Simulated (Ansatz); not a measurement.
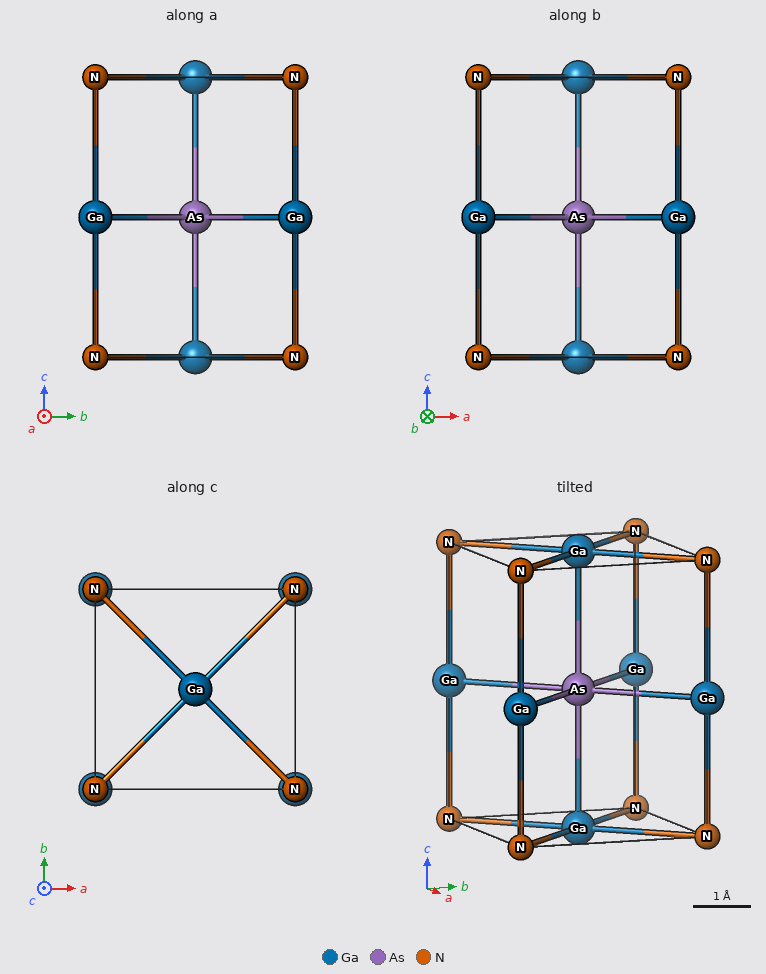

The image is a ball-and-stick drawing of a crystal, viewed along the a axis, along the b axis, along the c axis and slightly off an axis. Lines trace the edges of the conventional unit cell.

Lattice parameters: a = 3.513 Å, b = 3.513 Å, c = 4.921 Å, α = 90.00°, β = 90.00°, γ = 90.00°. Put a along x and b in the xy plane.

Give the structure in the form of a POSCAR file.

Answer.
```
Ga As N
1.0
     3.513    0.000    0.000
     0.000    3.513    0.000
     0.000    0.000    4.921
Ga As N
2 1 1
Direct
  0.0000 0.0000 0.5000
  0.5000 0.5000 0.0000
  0.5000 0.5000 0.5000
  0.0000 0.0000 0.0000
```

Source of the structure: a structure type filled with these elements by a generator (whether the compound takes this form wasn't checked). What is shown is the relaxed result from DFT PBE, scalar-relativistic, plane waves, PAW in Ansatz 0.2.0.
